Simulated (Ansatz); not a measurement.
**ClN$_{2}$Si (SMILES [N-]=N[Si]Cl) (charge −1): density, localisation and related maps**

Input file:

```
crystal:
  periodic: [false, false, false]
  atoms:
    - {symbol: Cl, position_ang: [-0.006653, 2.472541, -3.983292]}
    - {symbol: N, position_ang: [-1.680383, -0.462654, -1.998347]}
    - {symbol: "N", position_ang: [-1.064097, 0.517027, -1.972208]}
    - {symbol: Si, position_ang: [-0.115665, 1.998370, -1.734959]}
basis:
  gaussian:
    orbitals: def2-TZVPD
total_charge: -1
hamiltonian:
  xc: {name: PBE0}
output: {forces: true, orbitals: {seedname: orbitals}}
```

Command:

```sh
ansatz run input.yaml --threads 1 --pin off --max-ram 2610MiB --events-out events.jsonl --progress --plain --runs-dir runs
```

Geometry: B3LYP-D3(BJ)/def2-SVPD; the highest occupied orbital lies above zero, a sign that basis and functional describe the outermost electron poorly.

Level of theory: isolated molecule in a Gaussian basis; Kohn-Sham density functional theory, functional PBE0 in Ansatz.

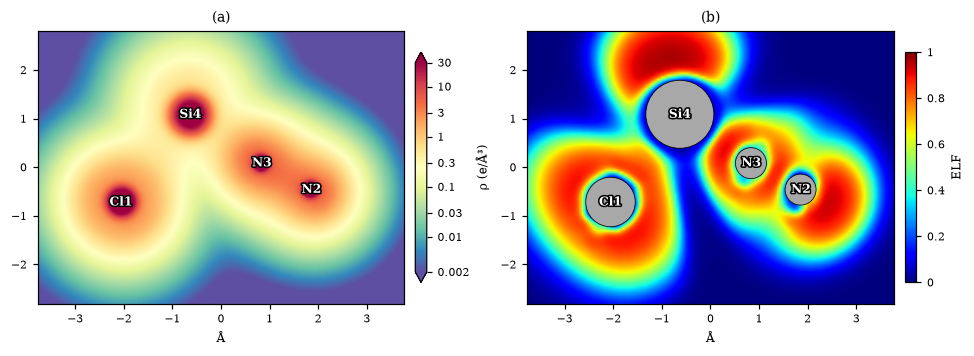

Figure 1. (a) total electron density; (b) ELF on the molecular plane. Grey discs cover the atomic cores in the ELF map.

**What does the map show?**

The section cuts through Cl, N and Si sites.
N–N (1.16 Å): ρ at the midpoint is about 3.9 e/Å³; the ELF peaks at about 0.85 between the atoms: a short, multiple covalent bond.
Si–N (1.77 Å): the density is about 0.86 e/Å³ at the midpoint; the ELF peaks at about 0.90 between the atoms; a shared but strongly polarised pair.
Si–Cl (2.30 Å): the density is about 0.56 e/Å³ at the midpoint, with its minimum of 0.43 e/Å³ about 0.9 Å from Si; the ELF peaks at about 0.85 between the atoms (a polar covalent bond).
The ELF also peaks beside Cl1, N2 and Si4, away from the bonds: lone-pair regions.

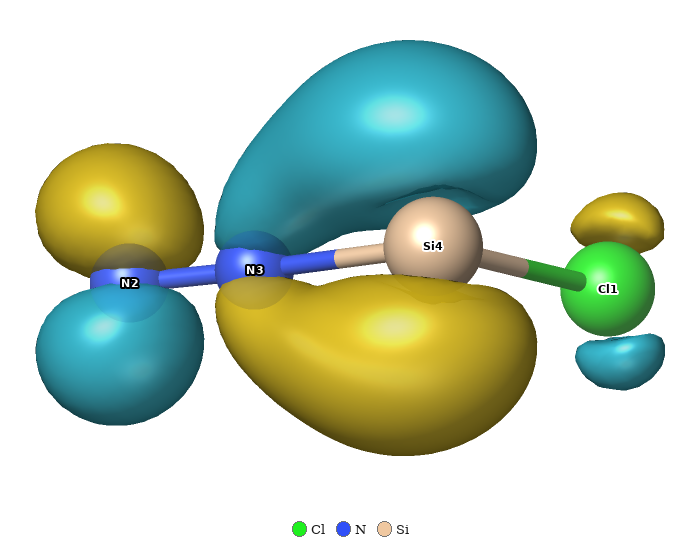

Figure 2. The HOMO at ±0.15 Å⁻³ᐟ² (yellow and cyan are the two phases), seen from one side.

**What is the character of this orbital?**

Its weight (Hirshfeld) is mainly on Si4 (about 50 %), N2 (about 25 %) and N3 (about 15 %); it changes sign across the molecular plane (π type); π-antibonding (a node) across N2–N3. Its energy is 0.30 eV.
